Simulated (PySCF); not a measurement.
CH$_{3}$Cl$_{3}$Si, SMILES `C[Si](Cl)(Cl)Cl`.

PySCF calculation, B3LYP/def2-SVPD, gas phase; geometry: GFN2-xTB. No frequency check shows the geometry to be a minimum. GFN2-xTB bond lengths at metals and heavier atoms can be off by up to 0.1 Å and shapes distorted, which carries into these values.

Geometry (Å), atoms numbered from 1:

```
C1      -0.0013    0.0000   -2.1300
Si2      0.0000    0.0002   -0.2305
Cl3      0.5718   -1.8123    0.4621
Cl4      1.2838    1.4011    0.4620
Cl5     -1.8551    0.4110    0.4628
H6      -0.3209    0.9606   -2.5238
H7       0.9913   -0.2029   -2.5241
H8      -0.6724   -0.7576   -2.5237
```

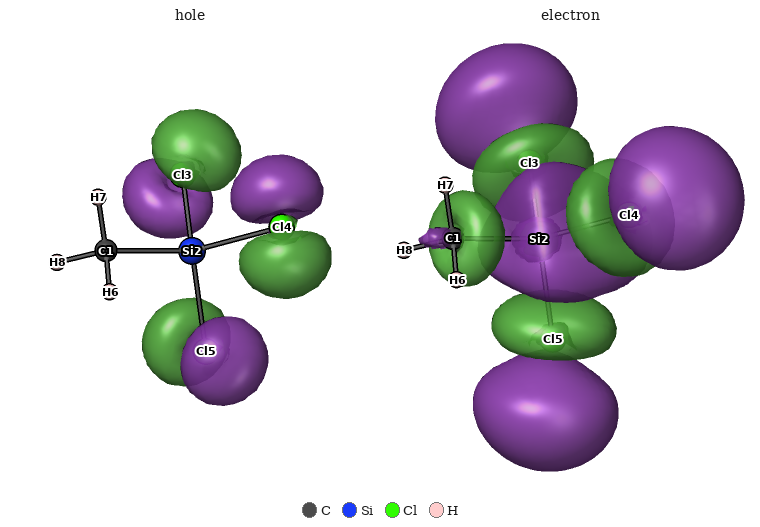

Leading natural transition orbital pair of S₁ (full linear response singlet states); the surfaces enclose about 70 % of each orbital's density.

**Where does the state lie, and where do hole and electron sit?**

7.55 eV (164 nm), f = 0.000 (dark), partly diffuse acceptor orbital; the leading pair carries 99 %; hole on Cl3, Cl4 and Cl5 (32 % each), electron on Si2 (25 %) and Cl3, Cl4 and Cl5 (23 % each) (atom shares of so diffuse an orbital are rough); their centroids lie 0.2 Å apart. In canonical orbitals it is mainly HOMO → LUMO (95 %). The HOMO–LUMO gap is 8.60 eV.
